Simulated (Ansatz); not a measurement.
**C3H6F2Si: density, localisation and related maps**

| atom | x (Å) | y (Å) | z (Å) |
| --- | --- | --- | --- |
| F | 1.4125 | -1.2151 | 1.5643 |
| C | 1.3826 | -0.5962 | 0.3527 |
| C | -0.0349 | -0.5071 | -0.0942 |
| C | -0.3429 | 0.3701 | -1.2415 |
| Si | -1.1306 | 0.4812 | 0.8872 |
| F | -2.6821 | 0.2562 | 0.5358 |
| H | 1.8683 | 0.3805 | 0.4579 |
| H | 1.9735 | -1.1994 | -0.3442 |
| H | -0.3843 | -1.5312 | -0.2092 |
| H | -1.3045 | 0.2743 | -1.7376 |
| H | 0.0732 | 1.3718 | -1.2855 |
| H | -0.8308 | 1.9149 | 1.1143 |

These are results of SCF PBE0, Gaussian basis in Ansatz 0.2.0, not measurements.

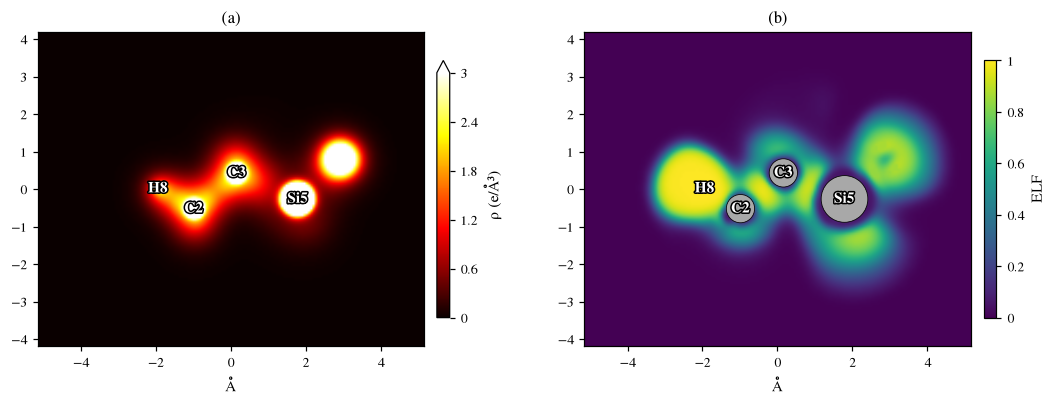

Figure 1. (a) total electron density; (b) electron localisation function on the plane of atoms C2, C3 and Si5. Grey discs cover the atomic cores in the ELF map.

Question: Read the bonding off the picture.

Answer: Atoms in the plane: C, Si and H. C–C (1.49 Å): ρ at the midpoint is about 1.8 e/Å³; the ELF peaks at about 0.95 between the atoms (localised, covalent bonding). C–Si (1.77 Å): the density is about 1 e/Å³ at the midpoint; the ELF peaks at about 0.90 between the atoms, as expected for a covalent bond. C–H (1.09 Å): ρ at the midpoint is about 2 e/Å³; the ELF climbs to about 1 towards the hydrogen, as it does in any bond to H (an ordinary covalent bond to hydrogen). The ELF also peaks beside F6, away from the bonds: lone-pair regions.

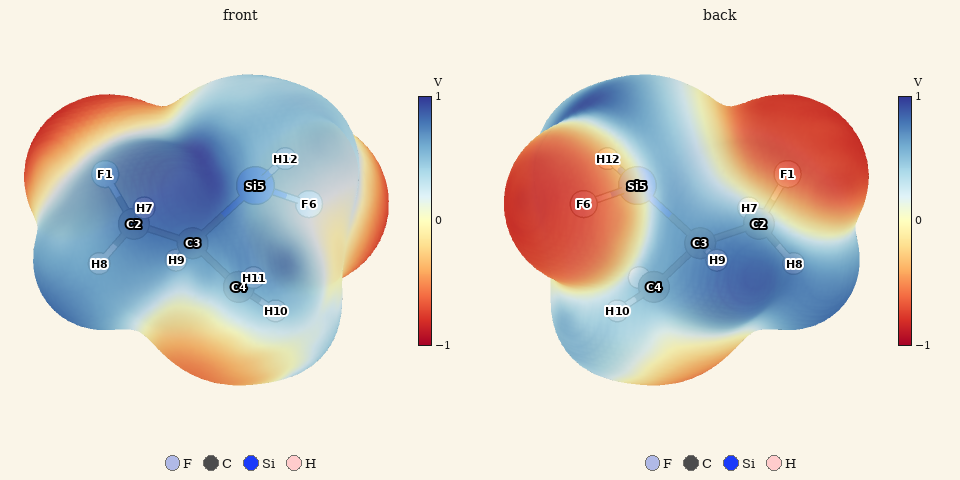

Figure 2. The electrostatic potential painted on the density surface at 0.001 e/bohr³, seen from the front and from behind; red is negative and blue positive.

Question: Describe the electrostatic potential map.

Answer: The most negative region (about −0.8 V) lies over F1 and F6, the most positive (about +1.0 V) over Si5 and H7.

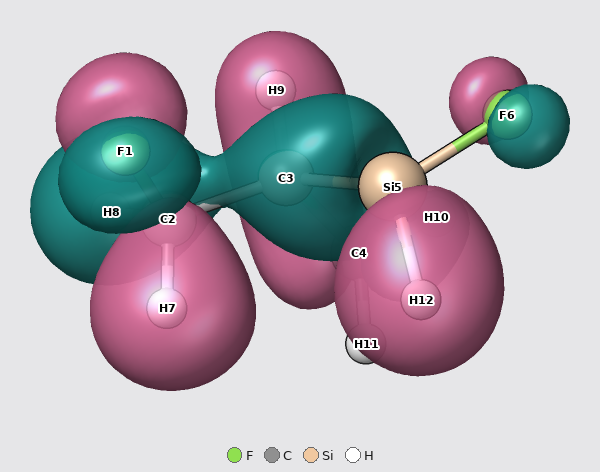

Figure 3. The HOMO−1 at ±0.08 Å⁻³ᐟ² (teal and pink are the two phases), seen from one side.

Question: Where does this orbital lie, and at what energy?

Answer: It lies mainly on F1 (about 20 %), C2 (about 15 %), C3 (about 15 %), Si5 (about 10 %), H7 (about 10 %) and H8 (about 10 %). Its energy is −9.66 eV.
